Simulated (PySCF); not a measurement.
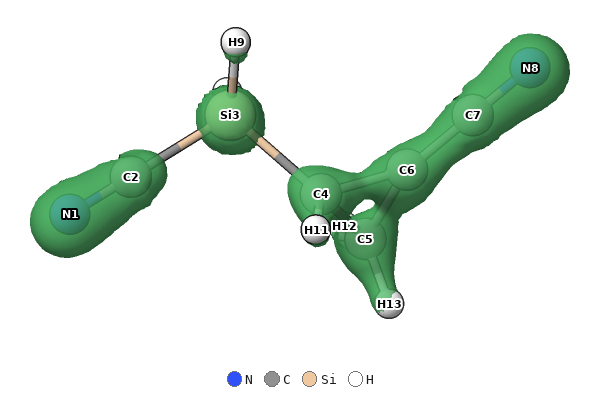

Figure. C5H5N2Si (SMILES N#C[SiH2][C@H]1C[C]1C#N) (doublet). Isosurface of the electron density at 1.5 e/Å³ (green), seen at a tilt.

Geometry: GFN2-xTB.

Level of theory: PySCF, UKS B3LYP, pcH-1 on C H N Si, non-relativistic, mean-field spin-orbit, GIAO.

```yaml
atoms:
  - { symbol: N, position_ang: [3.7203, 0.9013, -0.6324] }
  - { symbol: C, position_ang: [2.7552, 0.7155, -0.0446] }
  - { symbol: Si, position_ang: [1.1787, 0.4231, 0.9150] }
  - { symbol: C, position_ang: [-0.1647, 0.2742, -0.4224] }
  - { symbol: C, position_ang: [-0.7097, -1.0868, -0.8186] }
  - { symbol: C, position_ang: [-1.4914, -0.1581, -0.0059] }
  - { symbol: C, position_ang: [-2.5788, 0.0785, 0.7336] }
  - { symbol: N, position_ang: [-3.5278, 0.2988, 1.3728] }
  - { symbol: H, position_ang: [0.9400, 1.5908, 1.7598] }
  - { symbol: H, position_ang: [1.3158, -0.8427, 1.6350] }
  - { symbol: H, position_ang: [-0.1227, 1.0335, -1.1988] }
  - { symbol: H, position_ang: [-0.3043, -1.9737, -0.3453] }
  - { symbol: H, position_ang: [-1.0151, -1.2539, -1.8445] }
```

How is the density connected at this value?

Answer. At this value the surface falls into five separate pieces. It bridges the sampled C–N (1.15 Å), C–C (1.34 Å) and C–H (1.08 Å) contacts, where the density stays above the isovalue. It is pinched off along the sampled C–Si (1.87 Å) contacts. On the grid the lowest density along these lines, outside the cores, is 3.1 e/Å³ (C–N, 1.15 Å), 2.2 e/Å³ (C–C, 1.34 Å), 0.72 e/Å³ (C–Si, 1.87 Å) and 1.9 e/Å³ (C–H, 1.08 Å).
